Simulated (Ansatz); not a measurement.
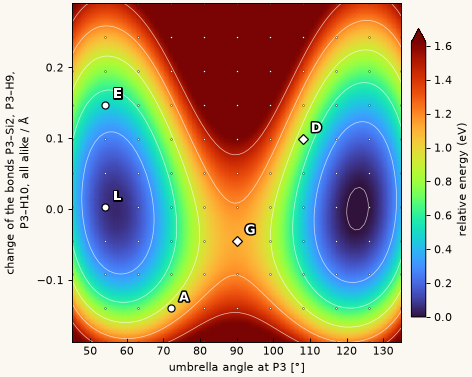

CH₆ClPSi, SMILES C[SiH](P)Cl. 
- Coordinates scanned: (1) umbrella angle at P3 (between each of its bonds and their common axis; 90 is planar); (2) change of the bonds P3–Si2, P3–H9, P3–H10, all alike.
- Nothing is relaxed (all other coordinates rigid).
- The scan uses an 11 × 11 grid.
- Points are written as (first, second).
- Energies are in eV, from the lowest grid point.
- Level of theory: Ansatz 0.2.0, RKS B3LYP-D4/def2-SVP.

The picture shows a smooth colour map with a few white contour lines, dots at the grid points, one colour for all values above the top of the scale, lettered points. Between grid points the surface is interpolated.

**What kind of point is each of A, D, G, L: minimum, saddle, maximum or slope?**

A: on a slope; D: on a slope; G: saddle point; L: minimum. (In these two coordinates alone; a stationary point may lie a little off the grid point.)

**Rank the lettered points by energy, lowest first.**

L (0.07 eV), E (0.49 eV), D (0.79 eV), A (0.99 eV), G (1.12 eV).
